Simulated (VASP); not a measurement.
Band structure of HfS2 (1T layered). These are revPBE GGA, VASP's PBE PAW potentials (set 64) (plane waves; VASP) values and carry that method's errors.

Without a dispersion term in the relaxation, distances and binding between the weakly bound layers, chains or molecules are unreliable, and so is what depends on them. Unless said otherwise, spin-orbit coupling is left out, though it shifts the bands of the heavy elements here.

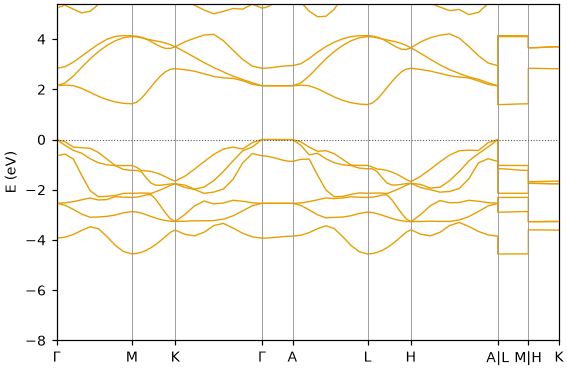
Bands along high-symmetry lines, zero at the valence-band maximum or, without a gap, the Fermi level

**Question.** Read the plot: is there a gap, and where are the band edges?

**Answer.** The gap is indirect, 1.39 eV, from the valence maximum at Γ to the conduction minimum at L. (Edges off the drawn lines would not show.)

Measured: gap 1.80 eV (computed value off by -0.41 eV), as given by Miłosz Rybak et al., Nanomaterials (2022), arXiv:2210.12074.

The compound is HfS2 in the 1T layered structure. It was relaxed first, which changed the volume by +37 %.
